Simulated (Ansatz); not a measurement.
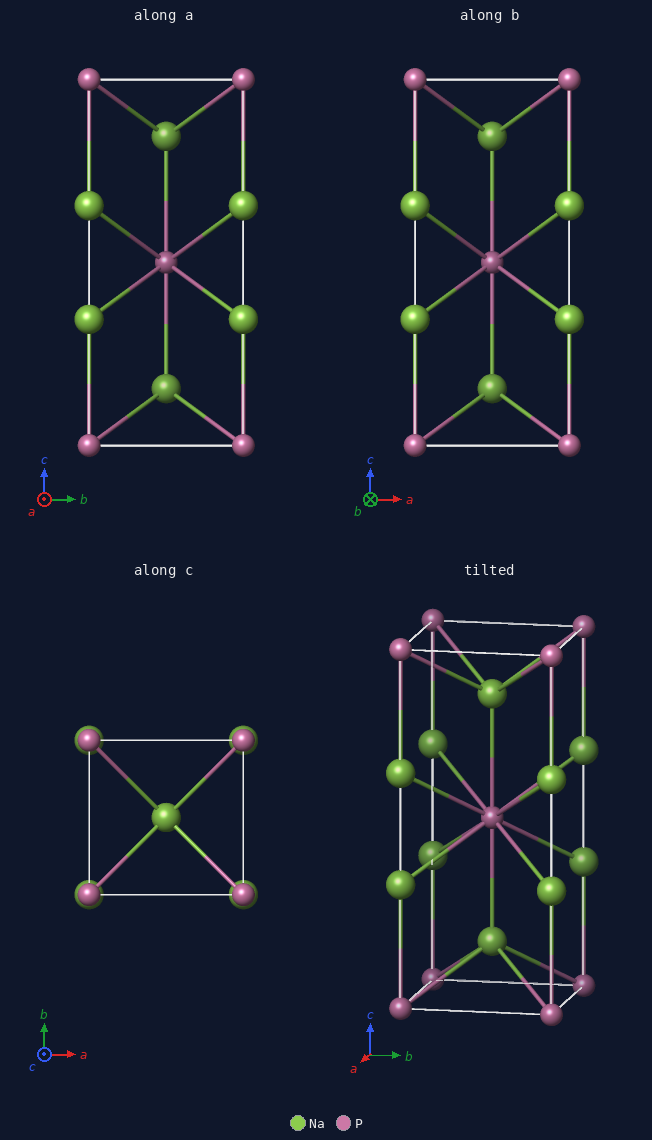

The crystal in a ball-and-stick representation, seen along the a axis, along the b axis, along the c axis and slightly off an axis. Thin lines show the conventional unit cell, with boundary atoms drawn in all their periodic places.

Lattice parameters: a = 3.7895 Å, b = 3.7895 Å, c = 8.9857 Å, α = 90.000°, β = 90.000°, γ = 90.000°.

Transcribe the picture into a CIF with its space group and independent sites, with free fractional coordinates to two decimals.

```cif
data_structure
_symmetry_space_group_name_H-M 'I 4/m m m'
_symmetry_Int_Tables_number 139
_cell_length_a 3.7895
_cell_length_b 3.7895
_cell_length_c 8.9857
_cell_angle_alpha 90.000
_cell_angle_beta 90.000
_cell_angle_gamma 90.000
_cell_volume 129.04
loop_
_atom_site_label
_atom_site_type_symbol
_atom_site_symmetry_multiplicity
_atom_site_Wyckoff_symbol
_atom_site_fract_x
_atom_site_fract_y
_atom_site_fract_z
_atom_site_occupancy
Na1 Na 4 e 0.00 0.00 0.34 1
P1 P 2 a 0.00 0.00 0.00 1
```

The cell started as a structure type filled with these elements by a generator (whether the compound takes this form wasn't checked). Earlier steps of the study may have refined or changed the cell and positions. It went into a calculation with Ansatz.
